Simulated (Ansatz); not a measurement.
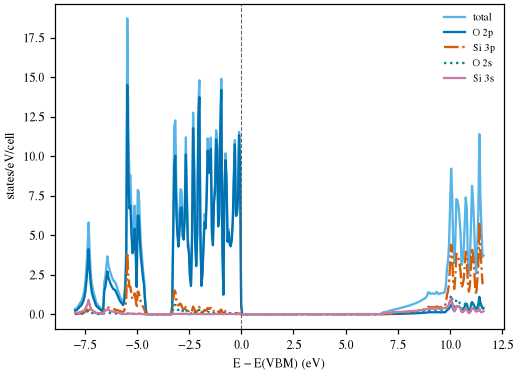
Fig. 1. Total and projected density of states of SiO2 in space group P3_221 (No. 154; Si on 3a, O on 6c), r²SCAN (plane waves, PAW; program Ansatz)

**Question.** Which orbitals carry the states next to the gap?

**Answer.** Top 1 eV of the valence band: O 2p 97 %. Bottom 1 eV of the conduction band: Si 3s 44 %, O 2s 21 %, Si 3p 14 %, O 2p 5 %, outside the projected shells 15 %. Projections are on Löwdin-orthogonalised atomic valence shells; empty p or d shells of many metals are not among them.

**Question.** Where is the tallest occupied peak in this window, and what makes it?

**Answer.** Near -5.5 eV, about 19 states/eV per cell; the largest projected share is O 2p.

Symmetry was held in the r²SCAN relaxation; phonons on a q-mesh show no instability.

Potentials: the later of the program's two PAW sets.
